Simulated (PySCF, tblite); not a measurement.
**C6H10BO radical: geometry, infrared bands and EPR parameters**

Wanted: the infrared bands and EPR parameters of C6H10BO radical (`CBC1=[C]OC1(C)C`), by calculation.

The runs use tblite 0.8.0 and PySCF 2.14.0, with density-fitted response routines of our own; the level of theory stands in each step. All values are computed, except where a source is named. Atoms count from 0, in the outputs and in this text.

**1. The molecule as given**

18 atoms, charge 0, multiplicity 2; geometry from: force field or distance geometry start.

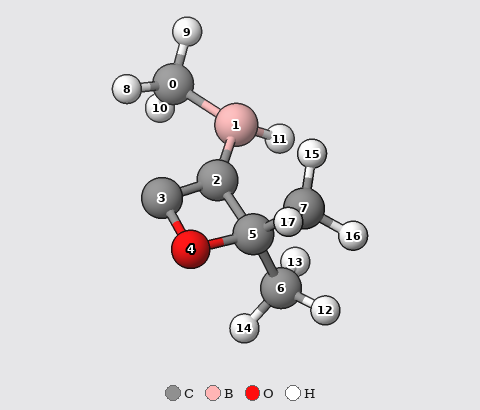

As it starts; carbon grey, boron pink, oxygen red, hydrogen white, atoms numbered; sticks join atoms by distance.

**2. Optimising the geometry with GFN2-xTB**

Job settings and geometry (Å):

```
{"job": {"kind": "relax", "xc": "GFN2-xTB", "basis": "xTB"}, "charge": 0, "multiplicity": 2}
C      2.990500    -0.128600    -0.694100
B      1.466000     0.231400    -1.058100
C      0.388900    -0.352000    -0.073300
C      0.424200    -1.171100     0.931800
O     -0.929200    -1.124400     1.200400
C     -1.082800    -0.236100     0.127400
C     -1.471800     1.181600     0.512000
C     -1.906600    -0.810900    -0.986600
H      3.049600    -1.010700     0.003000
H      3.534000    -0.321900    -1.610600
H      3.416200     0.721000    -0.144100
H      1.289700     1.337300    -1.453600
H     -2.514100     1.319500     0.167200
H     -0.764000     1.852000    -0.013000
H     -1.421500     1.367400     1.593800
H     -1.287300    -1.094000    -1.850100
H     -2.669900    -0.053900    -1.303700
H     -2.520700    -1.700400    -0.624800
```

On the command line:

```
> OMP_NUM_THREADS=1 python probes_run.py task.json out
```

The driver reads the jobs from task.json and runs them one after another.

The program printed:

```text
step      E/eV     max force
  0    -627.52221    6.397
  1    -627.96966    2.564
  2    -628.12185    1.295
  3    -628.20331    0.879
  4    -628.24608    0.792
  5    -628.28116    0.450
  6    -628.29428    0.400
  7    -628.31127    0.384
  8    -628.32558    0.431
  9    -628.34222    0.371
 10    -628.35570    0.234
 11    -628.36551    0.209
 12    -628.37108    0.163
 13    -628.37496    0.141
 14    -628.37811    0.119
 15    -628.38083    0.128
 16    -628.38339    0.131
 17    -628.38587    0.128
 18    -628.38848    0.119
 19    -628.39156    0.140
 20    -628.39543    0.161
 21    -628.40000    0.196
 22    -628.40453    0.181
 23    -628.40847    0.177
 24    -628.41238    0.176
 25    -628.41746    0.206
 26    -628.42352    0.247
 27    -628.42877    0.188
 28    -628.43275    0.161
 29    -628.43596    0.124
 30    -628.43945    0.209
 31    -628.44451    0.237
 32    -628.44974    0.213
 33    -628.45443    0.123
 34    -628.45810    0.126
 35    -628.46117    0.106
 36    -628.46300    0.109
 37    -628.46492    0.090
 38    -628.46578    0.087
 39    -628.46661    0.066
 40    -628.46741    0.074
 41    -628.46827    0.066
 42    -628.46914    0.090
 43    -628.46996    0.091
 44    -628.47076    0.068
 45    -628.47151    0.062
 46    -628.47229    0.083
 47    -628.47343    0.117
 48    -628.47521    0.134
 49    -628.47737    0.117
 50    -628.47969    0.113
 51    -628.48194    0.105
 52    -628.48396    0.100
 53    -628.48575    0.078
 54    -628.48725    0.093
 55    -628.48855    0.096
 56    -628.48996    0.103
 57    -628.49085    0.162
 58    -628.49368    0.108
 59    -628.49699    0.097
 60    -628.50089    0.119
 61    -628.50351    0.175
 62    -628.50698    0.171
 63    -628.51273    0.175
 64    -628.51702    0.145
 65    -628.51907    0.227
 66    -628.52197    0.124
 67    -628.52403    0.094
 68    -628.52627    0.109
 69    -628.52805    0.146
 70    -628.52992    0.129
 71    -628.53182    0.078
 72    -628.53306    0.086
 73    -628.53395    0.099
 74    -628.53481    0.070
 75    -628.53587    0.057
 76    -628.53659    0.060
 77    -628.53747    0.064
 78    -628.53813    0.063
 79    -628.53879    0.056
 80    -628.53949    0.069
 81    -628.54034    0.094
 82    -628.54136    0.115
 83    -628.54248    0.078
 84    -628.54384    0.106
 85    -628.54528    0.089
 86    -628.54709    0.079
 87    -628.54908    0.113
 88    -628.55084    0.089
 89    -628.55178    0.056
 90    -628.55224    0.042
 91    -628.55259    0.042
 92    -628.55309    0.042
 93    -628.55370    0.066
 94    -628.55423    0.043
 95    -628.55464    0.039
 96    -628.55498    0.037
 97    -628.55532    0.040
 98    -628.55550    0.031
 99    -628.55558    0.024
100    -628.55562    0.020
101    -628.55564    0.012
102    -628.55566    0.006
```

Run time: 0.54 s. Hardware: 1 thread of Arm Neoverse V2, shared host.

Relaxation path: (not every step is listed)

```
step  energy from step 0 (eV)  largest force (eV/Å)
   0                   0.0000                6.3974
   1                  -0.4475                2.5643
   2                  -0.5996                1.2947
   3                  -0.6811                0.8786
   4                  -0.7239                0.7917
   5                  -0.7590                0.4500
   6                  -0.7721                0.4001
   7                  -0.7891                0.3844
   8                  -0.8034                0.4305
  16                  -0.8612                0.1306
  24                  -0.8902                0.1764
  32                  -0.9275                0.2128
  40                  -0.9452                0.0737
  48                  -0.9530                0.1341
  56                  -0.9678                0.1033
  64                  -0.9948                0.1449
  72                  -1.0109                0.0864
  80                  -1.0173                0.0687
  88                  -1.0286                0.0890
  96                  -1.0328                0.0368
  97                  -1.0331                0.0401
  98                  -1.0333                0.0307
  99                  -1.0334                0.0235
 100                  -1.0334                0.0204
 101                  -1.0334                0.0122
 102                  -1.0335                0.0062
```

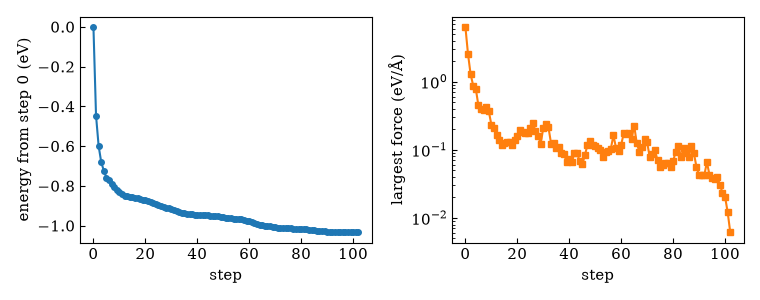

Energy and largest force along the relaxation.

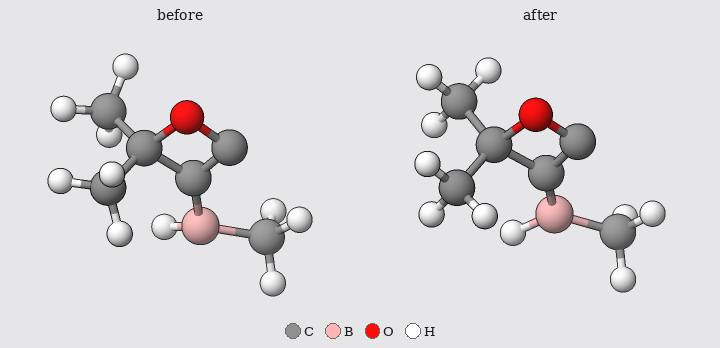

Before and after, at one scale.

Distances of close pairs at the start and the end, largest changes first:

| bond | before (Å) | after (Å) | change (Å) |
| --- | --- | --- | --- |
| B1–C2 | 1.572 | 1.496 | -0.076 |
| C2–C5 | 1.490 | 1.552 | +0.062 |
| C2–C3 | 1.297 | 1.358 | +0.060 |
| O4–C5 | 1.401 | 1.457 | +0.056 |
| C7–H17 | 1.140 | 1.088 | -0.051 |
| C0–H8 | 1.126 | 1.086 | -0.040 |
| C3–O4 | 1.381 | 1.346 | -0.035 |
| C7–H16 | 1.121 | 1.087 | -0.034 |

The final coordinates are the input of the step that follows.

**3. Infrared spectrum with GFN2-xTB**

Job settings and geometry (Å):

```
{"job": {"kind": "ir", "xc": "GFN2-xTB", "basis": "xTB"}, "charge": 0, "multiplicity": 2}
C      3.036086    -0.063026    -0.675883
B      1.518210     0.320991    -0.870655
C      0.452243    -0.317040    -0.037820
C      0.300893    -1.233712     0.952009
O     -1.029130    -1.230695     1.156568
C     -1.090266    -0.225148     0.103841
C     -1.585259     1.101580     0.639307
C     -1.857599    -0.736578    -1.096819
H      3.188912    -0.850319     0.056536
H      3.483637    -0.382231    -1.615800
H      3.607106     0.807202    -0.354286
H      1.211204     1.123962    -1.672715
H     -2.640436     1.026237     0.896394
H     -1.447880     1.868379    -0.118675
H     -1.025379     1.379407     1.529525
H     -1.475740    -1.708443    -1.401039
H     -1.743420    -0.038099    -1.921439
H     -2.911942    -0.836151    -0.845466
```

The program printed:

```text
mode    cm-1     km/mol
  1      68.9      1.50
  2      92.7      0.03
  3     115.1      2.86
  4     146.1      0.28
  5     164.4      0.03
  6     200.7      0.02
  7     262.2      0.51
  8     268.0      0.15
  9     332.8      0.55
 10     349.5      2.45
 11     464.5      1.59
 12     555.0      3.14
 13     629.7      4.71
 14     639.2     11.14
 15     708.2      0.04
 16     837.6    128.88
 17     857.3     26.09
 18     863.8      9.66
 19     961.0      1.23
 20     967.5      0.69
 21     993.5     26.34
 22     997.2      0.28
 23    1013.6      6.24
 24    1074.6     82.47
 25    1183.1    274.73
 26    1205.2     29.96
 27    1226.1     74.27
 28    1260.3    146.45
 29    1376.2     18.02
 30    1385.5     11.92
 31    1399.9      5.49
 32    1459.3      4.79
 33    1469.1      1.33
 34    1469.6      0.24
 35    1481.4     11.67
 36    1487.6      0.98
 37    1490.6     15.16
 38    1552.8    129.34
 39    2583.4    130.18
 40    3004.4     32.71
 41    3019.3      1.99
 42    3020.2     27.11
 43    3023.9     36.04
 44    3041.2     13.23
 45    3042.3      4.65
 46    3044.1      8.63
 47    3047.9     23.36
 48    3051.0     29.87
```

Run time: 0.48 s. Hardware: 1 thread of Arm Neoverse V2, shared host.

Which atoms move in the most intense modes:

| cm⁻¹ | km/mol | atoms |
| --- | --- | --- |
| 838 | 128.9 | B1 25 %, H10 24 %, H9 16 %, C0 14 % |
| 1075 | 82.5 | C5 17 %, C3 14 %, H13 13 %, H16 13 % |
| 1183 | 274.7 | C5 23 %, C3 17 %, O4 12 % |
| 1226 | 74.3 | B1 27 %, C5 26 %, C3 11 % |
| 1260 | 146.4 | C3 34 %, O4 21 %, C5 16 %, B1 11 % |
| 1553 | 129.3 | C2 62 %, C3 27 % |
| 2583 | 130.2 | H11 92 % |
| 3024 | 36.0 | H17 68 %, H12 25 % |

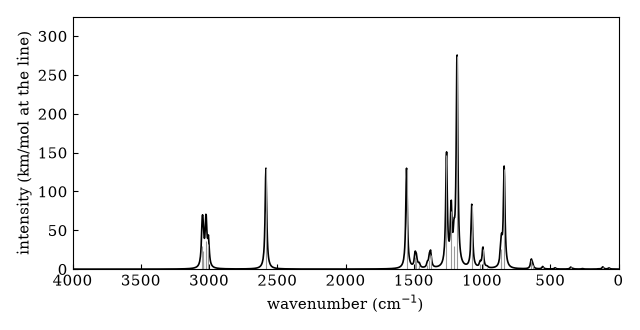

The infrared spectrum from these modes, unscaled. Lines are broadened to a width of 14 cm⁻¹ (Lorentzian).

**4. g tensor and hyperfine couplings: B3LYP/pcH-1**

Settings changed since step 3:

```diff
@@ -1,2 +1,2 @@
-{"job": {"kind": "ir", "xc": "GFN2-xTB", "basis": "xTB"}, "charge": 0, "multiplicity": 2}
+{"job": {"kind": "epr", "basis": "pcH-1"}, "charge": 0, "multiplicity": 2}
 C      3.036086    -0.063026    -0.675883
```

Level: UKS B3LYP, pcH-1 on B C H O, non-relativistic, mean-field spin-orbit, GIAO.

The program printed:

```text
UKS, coarse grid
  cycle   1  E = -334.50342443  |g| = 5.47e-01
  cycle   2  E = -334.34336953  |g| = 8.27e-01
  cycle   3  E = -334.62904169  |g| = 1.25e-01
  cycle   4  E = -334.63594860  |g| = 4.55e-02
  cycle   5  E = -334.63681901  |g| = 2.38e-02
  cycle   6  E = -334.63706275  |g| = 8.12e-03
  cycle   7  E = -334.63709834  |g| = 3.27e-03
  cycle   8  E = -334.63710835  |g| = 1.39e-03
  cycle   9  E = -334.63711123  |g| = 5.34e-04
UKS, final grid
  cycle   1  E = -334.63710477  |g| = 5.18e-04
  cycle   2  E = -334.63710478  |g| = 7.65e-04
  cycle   3  E = -334.63710509  |g| = 2.40e-04
  cycle   4  E = -334.63710514  |g| = 1.12e-04
  cycle   5  E = -334.63710518  |g| = 7.41e-05
  cycle   6  E = -334.63710519  |g| = 1.20e-05
E = -334.63710519 Eh   <S^2> = 0.7567 (exact 0.7500)
g shifts (ppm)      1          2          3
  rmc          -194       -194       -194
  gc             18         19        -15
  oz_so       -1691        -46       1797
  total       -1867       -221       1589
hyperfine (MHz)  atom isotope    a_iso     a_fc   dipolar eigenvalues
    0   13C       3.01       3.01     -1.33     -0.15      1.48
    1   11B      -4.66      -4.66     -3.12      0.30      2.82
    2   13C      40.96      40.96    -25.48    -10.78     36.27
    3   13C     432.93     432.93    -72.77    -55.87    128.64
    4   17O     -62.74     -62.74    -25.79     11.76     14.04
    5   13C      69.62      69.62    -10.58     -9.25     19.83
    6   13C       8.79       8.79     -2.02     -1.57      3.58
    7   13C       8.70       8.70     -2.01     -1.56      3.56
    8    1H       0.25       0.25     -3.00     -2.29      5.29
    9    1H      -2.53      -2.53     -1.05     -0.93      1.98
   10    1H      -2.79      -2.79     -1.05     -0.98      2.03
   11    1H      12.07      12.07     -1.60     -1.07      2.67
   12    1H       7.41       7.41     -1.86     -1.21      3.07
   13    1H       0.39       0.39     -1.97     -1.39      3.36
   14    1H       4.06       4.06     -2.99     -1.54      4.53
   15    1H       4.12       4.12     -2.99     -1.54      4.53
   16    1H       0.52       0.52     -1.97     -1.38      3.35
   17    1H       7.21       7.21     -1.86     -1.22      3.08
```

Wall time 89 s (1 thread of Arm Neoverse V2, shared host); peak memory 0.97 GiB.

Principal g values 2.00045, 2.00210, 2.00391; g(iso) = 2.00215, against 2.00232 for a free electron.

Mean a(iso) over the nuclei that a row names, and the largest dipolar term of the row (other rows stand at the frozen geometry):

```csv
nuclei,isotope,a(iso) (MHz),"a(iso) (G, at g = 2.0023)",largest dipolar term (MHz)
C3,13C,432.9,154.5,128.6
C5,13C,69.6,24.8,19.8
O4,17O,-62.7,-22.4,-25.8
C2,13C,41.0,14.6,36.3
H11,1H,12.1,4.3,2.7
"C6, C7",13C,8.7,3.1,3.6
B1,11B,-4.7,-1.7,-3.1
"H12, H13, H14, H15, H16, H17",1H,4.0,1.4,4.5
C0,13C,3.0,1.1,1.5
"H8, H9, H10",1H,-1.7,-0.6,5.3
```

Mulliken spin populations:

C0 0.01; B1 -0.02; C2 0.01; C3 0.84; O4 0.04; C5 0.08; C6 0.01; C7 0.01; H8 0.00; H9 0.00; H10 0.00; H11 0.00; H12 0.00; H13 0.00; H14 0.00; H15 0.00; H16 0.00; H17 0.00

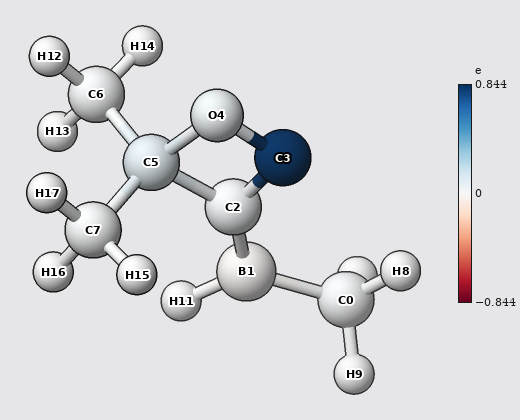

Mulliken spin populations, as colours on the atoms.

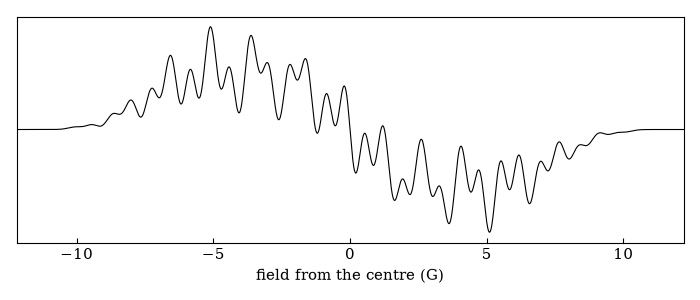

First-order isotropic spectrum (first derivative, main isotopes with spin only, couplings over 0.8 MHz, Gaussian width 0.3 G; couplings of the frozen geometry, rotation of groups not averaged beyond the rows shown).

The fields below are evaluated on a grid from the run's orbitals.

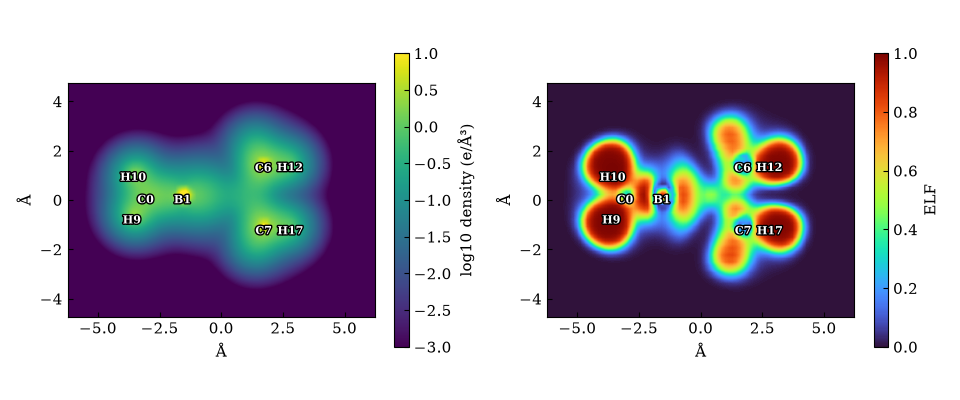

Density (left) and ELF (right) in a plane through or near 8 of the atoms.

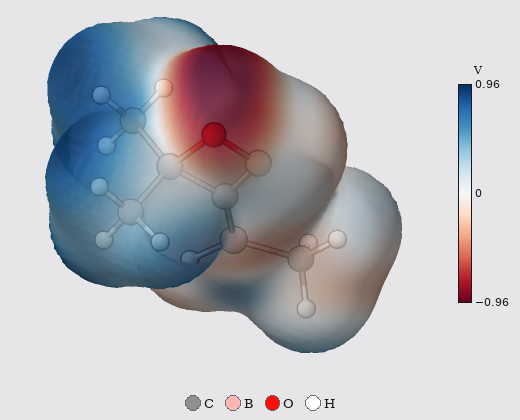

Electrostatic potential on the surface of density 0.002 e/bohr³; red is low, blue high. It runs from -0.96 V near O4 to 0.90 V near H13.

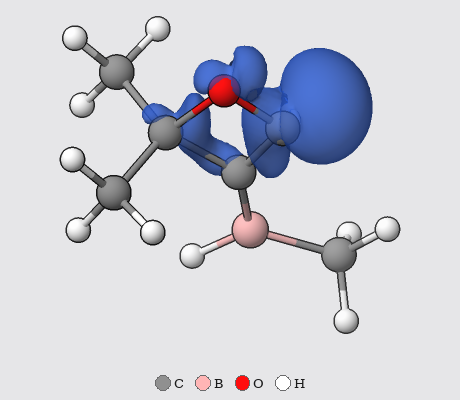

Spin density at ±0.05 e/Å³ (alpha excess blue, beta excess red).

**5. Results**

| quantity | value |
| --- | --- |
| strongest single infrared mode (GFN2-xTB) | 1183 cm⁻¹, 275 km/mol |
| zero-point energy (GFN2-xTB) | 89.9 kcal/mol |
| g(iso) (B3LYP) | 2.00215 |
| ⟨S²⟩ | 0.757 (exact 0.75) |
| largest a(iso) (averaged by class) | 13C on C3, 432.9 MHz |
| surface potential, least and greatest | -0.96 V and 0.90 V |

What this shows: Over 102 steps the energy fell by 1.033 eV; of the close pairs, B1–C2 changed most, 1.572 to 1.496 Å. No mode is imaginary among the 48: a minimum at this level. The strongest single mode, at 1183 cm⁻¹, is spread over several atoms, C5, C3, O4 among them. Unscaled tight-binding wavenumbers are off by several per cent, some by more. Its intensities can rank the bands wrongly. C3 carries the largest spin population, 0.84 e. The isotropic g lies 0.2 ppt below the free-electron value.
